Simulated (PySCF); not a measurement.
**C$_{5}$H$_{13}$AlO, SMILES `C[Al](C)OC(C)C`: what the electrons do**

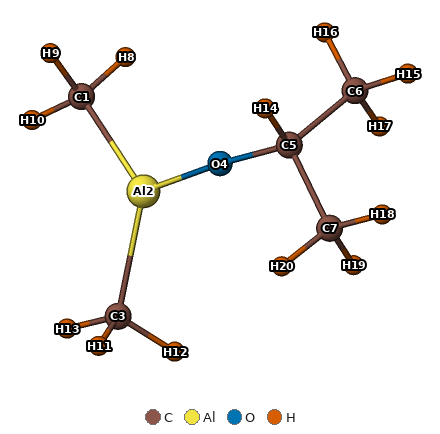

The molecule, with its atoms numbered as below. No frequency check shows the geometry to be a minimum.

Cartesian coordinates (Å):

```
C1      -2.3754    1.6555    0.1272
Al2     -1.2870   -0.0205    0.0348
C3      -2.0265   -1.8463   -0.3183
O4       0.3383    0.1224    0.2872
C5       1.7269    0.1806    0.4002
C6       2.2900    1.1826   -0.6062
C7       2.3275   -1.2076    0.1842
H8      -2.0391    2.3939   -0.6062
H9      -2.2878    2.1369    1.1055
H10     -3.4370    1.4800   -0.0529
H11     -1.8288   -2.5280    0.5138
H12     -1.5664   -2.3019   -1.1999
H13     -3.1050   -1.8423   -0.4821
H14      1.9716    0.5212    1.4181
H15      3.3680    1.2670   -0.4959
H16      1.8370    2.1581   -0.4469
H17      2.0575    0.8537   -1.6169
H18      3.4071   -1.1785    0.3067
H19      2.0879   -1.5551   -0.8183
H20      1.9047   -1.9062    0.9023
```

### 1. Bonding charge

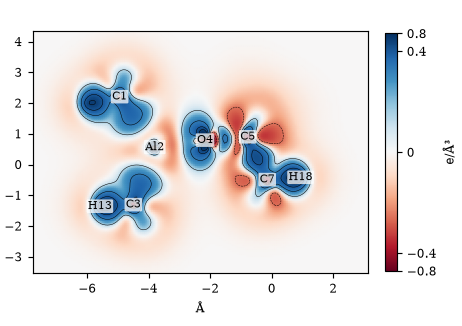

Deformation density (molecule less spherical, spin-averaged free atoms) in a plane through 8 of the atoms; colour scale in e/Å³, logarithmic beyond ±0.1; blue: gain, red: loss.

Computed with PySCF, B3LYP/cc-pVDZ, geometry: GFN2-xTB.

> How much density has each bond in this plane gained at its critical point, relative to the free atoms?

C7–H18: +0.65 e/Å³ at the bond critical point (bond length 1.09 Å, Mayer order 1.0). C3–H13: +0.59 e/Å³ at the bond critical point (bond length 1.09 Å, Mayer order 1.0). C5–C7: +0.48 e/Å³ at the bond critical point (bond length 1.53 Å, Mayer order 1.1). C1–Al2: +0.10 e/Å³ at the bond critical point (bond length 2.00 Å, Mayer order 1.0). Al2–C3: +0.10 e/Å³ at the bond critical point (bond length 2.00 Å, Mayer order 1.0). O4–C5: −0.02 e/Å³ at the bond critical point (bond length 1.39 Å, Mayer order 1.0); up to 0.6 Å beside the axis the gain reaches +0.23 e/Å³. Al2–O4: −0.06 e/Å³ at the bond critical point (bond length 1.65 Å, Mayer order 1.1); up to 0.6 Å beside the axis the gain reaches +0.17 e/Å³. In all, 4.2 electrons gather in the regions of gain relative to the promolecule. A small or negative value marks a very polar bond, one between electron-rich atoms, whose free-atom densities already overlap strongly, a long bond to a heavier atom, or a closed-shell contact such as a hydrogen bond.

> Where do the Hirshfeld charges lie?

The highest Hirshfeld charge is on Al2 (+0.57 e), the lowest on O4 (−0.28 e).

### 2. Bond critical points

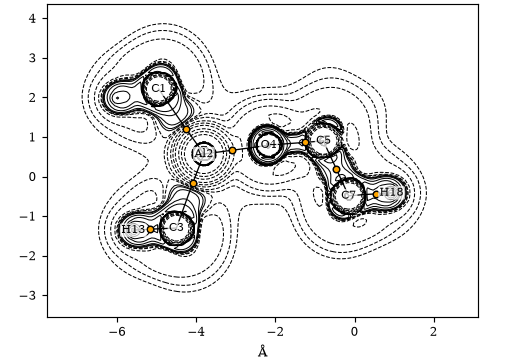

Negative Laplacian of the density (−∇²ρ) in a plane through 8 of the atoms (solid lines positive, dashed lines negative, contours at ±0.02 to ±8 a.u.), with bond paths and bond critical points (dots).

> Sort the bonds in the plane by the sign of ∇²ρ at their critical points.

Concentrated (∇²ρ < 0): C7–H18 (−0.98 a.u.); C3–H13 (−0.91 a.u.); O4–C5 (−0.30 a.u.); C5–C7 (−0.55 a.u.). Depleted (∇²ρ > 0): Al2–O4 (+1.07 a.u., H = +0.029); C1–Al2 (+0.31 a.u., H = −0.013); Al2–C3 (+0.31 a.u., H = −0.013).

> Where along O4–C5 does the critical point lie?

0.92 Å from O4 and 0.47 Å from C5.

### 3. Electrostatic potential

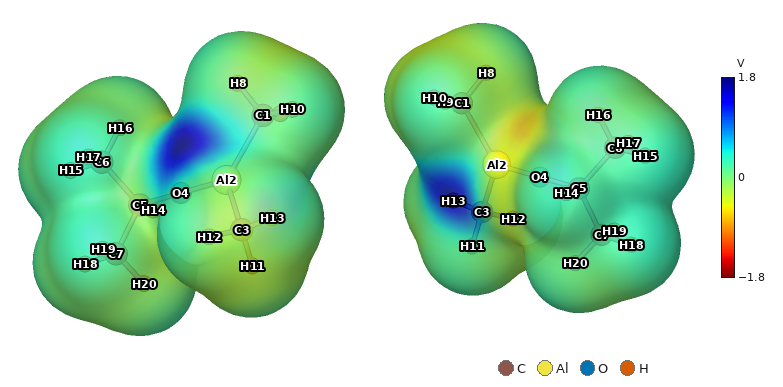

Electrostatic potential on the surface of electron density 0.001 a.u. (back view left, front view right).

> Where are the extremes of the potential on the surface?

Highest: 1.72 V, over Al2, off the plane of its three bonds (1.9 Å). Further maxima include 0.38 V, 1.4 Å from H15; 0.33 V, 1.4 Å from H17. Lowest: −0.67 V, 1.9 Å from O4. Further minima include −0.38 V, near H20 (1.98 Å), H12 (2.11 Å), H11 (2.13 Å), H19 (2.13 Å) and O4 (2.14 Å); −0.37 V, near H9 (1.78 Å), H10 (1.86 Å), H8 (1.93 Å) and C1 (1.97 Å). The surface is sampled at points, so like sites can differ by a few per cent and only the strongest of them is named.

> What volume does the surface enclose, and what is the dipole moment?

About 182 Å³; the dipole moment is 0.5 D.

### 4. Excited states

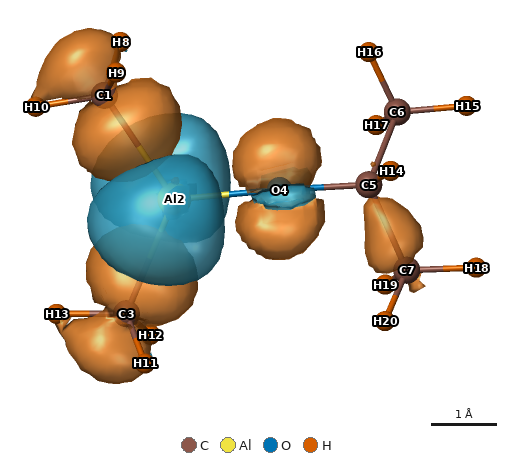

Unrelaxed difference density of S₁ less the ground state (TDA singlet states), ±0.02 e/Å³; light blue: gain, orange: loss.

PySCF calculation, B3LYP/6-31+G*, gas phase; geometry: GFN2-xTB.

> How does the charge move on excitation?

0.82 e is displaced in all, of which about 0.5 e passes between atoms: O4 (0.16 e) and C3 (0.14 e) lose electrons and Al2 (0.50 e) gains them. The state: 5.43 eV (228 nm), f = 0.000 (very weak); the leading pair carries 100 %; hole on O4 (23 %), C1 and C3 (21 % each) and Al2 (13 %), electron on Al2 (63 %), C1 and C3 (7 % each) and O4 (7 %); their centroids lie 0.2 Å apart.

### 5. In an electric field

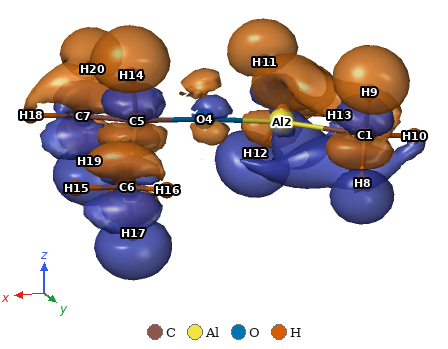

Change of the electron density in a uniform field of 0.21 V/Å, surfaces at ±0.0015 e/Å³ (orange: gain, blue: loss).

Level of theory: B3LYP/6-31+G* (PySCF), at a geometry from GFN2-xTB. The basis has diffuse s and p functions alone, which still leaves polarisabilities too small, most of all across bonds.

The field was applied in both directions; the picture shows the one opposite to the script's first.

> Along which Cartesian direction does the field point?

Along −z: electrons gather on the +z side, against the field.

> What dipole is induced, and what polarisability does it imply?

The induced dipole is 0.73 D (along the field); α along this axis, from the fields in both directions, is 72 bohr³ (10.7 Å³).

### 6. Removing or adding an electron

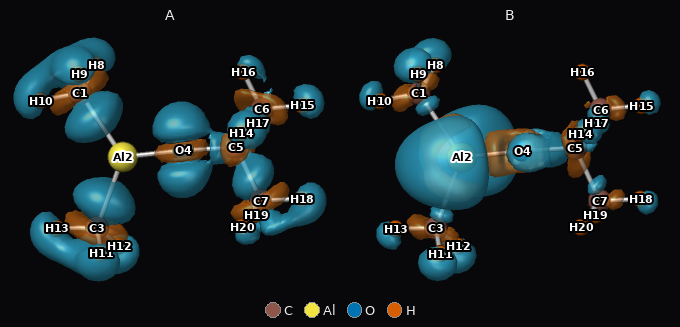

The two Fukui functions at ±0.015 e/Å³ (light blue positive, orange negative).

Computed with PySCF, PBE/def2-SVP, geometry: GFN2-xTB.

> Which panel is f⁻ (electron removed) and which f⁺ (electron added)?

A is f⁻, B is f⁺. f⁻ (Hirshfeld-condensed) is largest on Al2 (0.12), O4 (0.12) and C3 (0.10); the vertical ionisation energy is 8.35 eV (the stability of the cation's solution wasn't checked). f⁺ (Hirshfeld-condensed) is largest on Al2 (0.50); the vertical electron affinity is −1.56 eV (the stability of the anion's solution wasn't checked; negative, but this basis has no diffuse functions, so it doesn't show that the anion is unbound).

> What chemical potential and hardness follow from the two energies?

μ = −(I + A)/2 = −3.39 eV and η = I − A = 9.91 eV.

### 7. Localised orbitals

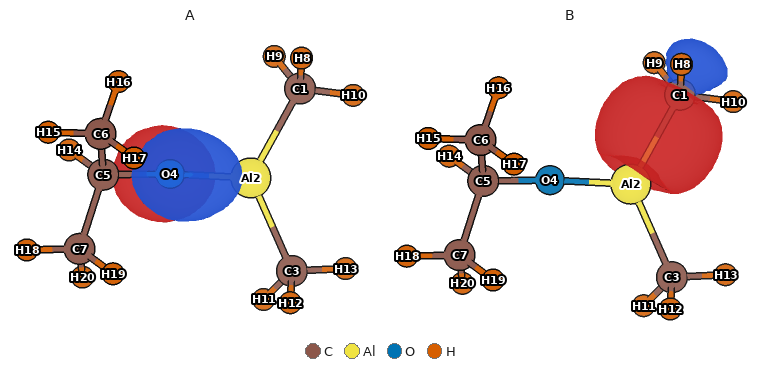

Intrinsic bond orbitals (IBO), occupied; each surface holds about 85 % of the orbital's density. Energies are diagonal elements of the Fock matrix.

Level of theory: CAM-B3LYP/cc-pVDZ (PySCF), at a geometry from GFN2-xTB.

> What does each orbital represent in a Lewis picture?

By panel:
- A: lone pair on O4 (p-type) (O4 90 %, Al2 8 %; −10.5 eV)
- B: σ bond C1–Al2 (C1 70 %, Al2 30 %; −11.0 eV)

> How do all the valence pairs divide up?

21 pairs: 18 σ bonds, 2 lone pairs and 1 strongly polarised pair.

The PySCF runs shown took 43 s, 11 min, 97 s, 4.4 min and 51 s on 1 thread of Arm Neoverse V1, with other jobs on the host.
